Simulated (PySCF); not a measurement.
SMILES C1=C[N]C=C1, doublet, CAM-B3LYP/def2-SVP optimised geometry. Atoms within 1.6 Å of the plane z = 0.6 Å (x, y, z in Å): C1 (0.04, 1.01, 0.00), C2 (-1.12, 0.13, 0.00), N3 (-0.78, -1.17, 0.00), C4 (0.56, -1.17, 0.00), C5 (1.11, 0.18, 0.00), H6 (0.02, 2.10, 0.00), H7 (-2.17, 0.43, 0.00), H8 (1.13, -2.10, 0.00), H9 (2.17, 0.45, 0.00).

Method: unrestricted CAM-B3LYP/def2-TZVP (PySCF).

Map of the electrostatic potential (hartree/e), clipped to [-0.08, 0.12] on the plane z = 0.6 Å:

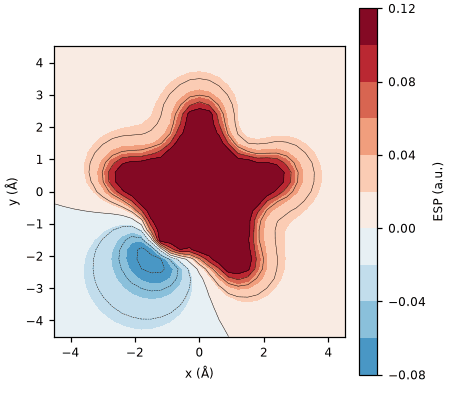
Figure: Electrostatic potential (hartree/e), clipped to [-0.08, 0.12] on the plane z = 0.6 Å.
